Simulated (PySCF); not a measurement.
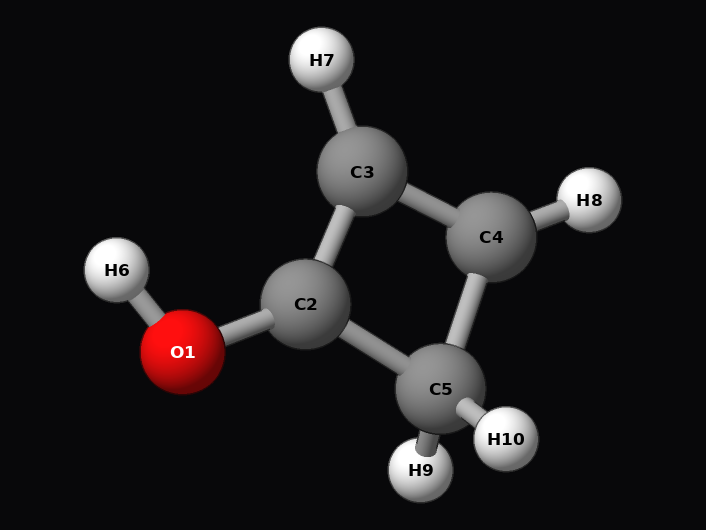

The questions are on Mulliken spin populations. State: neutral, doublet. Computed geometry: GFN2-xTB optimisation. No frequency run is at hand to confirm it as a minimum. Level of theory: UKS B3LYP, pcH-1 on C H O, non-relativistic (PySCF 2.14.0).

> Which atom carries the largest spin population?

C4 (0.73 e).

> Which atom has the lowest spin population?

C3 (−0.22 e); a negative value comes from spin polarisation.

List the Mulliken spin populations.

```tsv
atom	value (e)
O1	0.08
C2	0.51
C3	−0.22
C4	0.73
C5	−0.07
H6	0.00
H7	0.01
H8	−0.03
H9	0.01
H10	0.01
```

Mulliken values depend strongly on the basis set.
